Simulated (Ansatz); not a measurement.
**TiH2Cl2: reading failed and doubtful runs**

Aim: try 2 inputs for TiH2Cl2 as typed, read how each ends, and find what has to change.

The runs use Ansatz 0.2.0, Gaussian basis; the settings change from run to run.

## (1) The molecule

The geometry comes from an earlier relaxation with r2SCAN-D4 in a triple-zeta def2 set; it is a stationary point.

5 atoms, charge 0, spin multiplicity 1.

Atoms are counted from 1 here; the program's logs count them from 0.

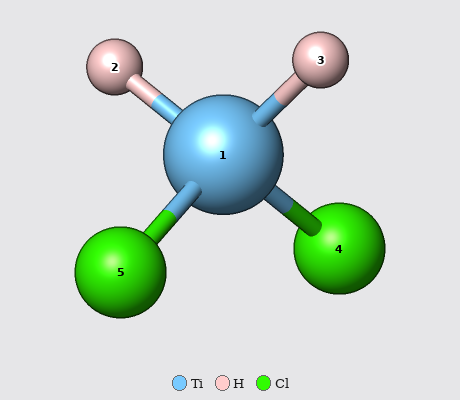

The structure; titanium blue, hydrogen pink, chlorine green; atoms are numbered from 1 in the order of the file.

## (2) Try 1

Contents of in.yaml:

```yaml
crystal:
  periodic: [true, true, true]
  atoms:
    - {symbol: Ti, position_ang: [0.050630, -0.000182, 0.035429]}
    - {symbol: H, position_ang: [0.044602, -0.015654, 1.722596]}
    - {symbol: H, position_ang: [1.633574, 0.009535, -0.548516]}
    - {symbol: Cl, position_ang: [-0.869550, 1.861285, -0.587740]}
    - {symbol: Cl, position_ang: [-0.859276, -1.854984, -0.621768]}
basis:
  gaussian: {orbitals: STO-3G}
magnetization: {spin_polarized: true, initial_magnetization: 2}
hamiltonian: {xc: {name: rPW86-PBE}}
accuracy: high
scf: {lower_state_search: off}
```

Started as:

```bash
$ ansatz run in.yaml --threads 4 --pin off --events-out ev --progress --plain --max-ram 3916MiB
```

The program printed:

```text
Error: YAML parse error: error: line 2 column 3: crystal: missing field `lattice` (a structure is typed as `lattice` and `atoms`, a molecule's as `atoms` in Å alone, or read from a run's directory, `checkpoint`)
 --> <input>:2:3
  |
1 | crystal:
2 |   periodic: [true, true, true]
  |   ^ crystal: missing field `lattice` (a structure is typed as `lattice` and `atoms`, a molecule's as `atoms` in Å alone, or read from a run's directory, `checkpoint`)
3 |   atoms:
4 |     - {symbol: Ti, position_ang: [0.050630, -0.000182, 0.035429]}
  |
```

Run time: 0.05 s. Hardware: 4 threads of Arm Neoverse V2, shared host.

**Diagnosis.** Refused before any calculation. The molecule is marked periodic without a cell. It also asks for charge 0 and multiplicity 3, another species or state than the molecule above. Cure: set periodic to false, or give a lattice, and set charge and spin to those of the species named.

## (3) Try 2

Contents of in.yaml:

```yaml
crystal:
  periodic: [true, true, true]
  atoms:
    - {symbol: Ti, position_ang: [0.050630, -0.000182, 0.035429]}
    - {symbol: H, position_ang: [0.044602, -0.015654, 1.722596]}
    - {symbol: H, position_ang: [1.633574, 0.009535, -0.548516]}
    - {symbol: Cl, position_ang: [-0.869550, 1.861285, -0.587740]}
    - {symbol: Cl, position_ang: [-0.859276, -1.854984, -0.621768]}
basis:
  gaussian: {orbitals: STO-3G}
magnetization: {spin_polarized: true, initial_magnetization: 0}
hamiltonian: {xc: {name: r2SCAN0}, dispersion: d3bjatm}
scf: {lower_state_search: full}
```

Same command.

The program printed:

```text
Error: YAML parse error: error: line 2 column 3: crystal: missing field `lattice` (a structure is typed as `lattice` and `atoms`, a molecule's as `atoms` in Å alone, or read from a run's directory, `checkpoint`)
 --> <input>:2:3
  |
1 | crystal:
2 |   periodic: [true, true, true]
  |   ^ crystal: missing field `lattice` (a structure is typed as `lattice` and `atoms`, a molecule's as `atoms` in Å alone, or read from a run's directory, `checkpoint`)
3 |   atoms:
4 |     - {symbol: Ti, position_ang: [0.050630, -0.000182, 0.035429]}
  |
```

It took 0.05 s on 4 threads of Arm Neoverse V2, shared host.

What is wrong: The program refused the input. The molecule is marked periodic without a cell. Cure: set periodic to false, or give a lattice.

## (4) Summary

```
try             level    ended                                           cause    time
  1  rPW86-PBE/STO-3G  refused  the molecule is marked periodic without a cell  0.05 s
  2    r2SCAN0/STO-3G  refused  the molecule is marked periodic without a cell  0.05 s
```

**Reading.** 2 refused. A refusal costs next to no computing time.
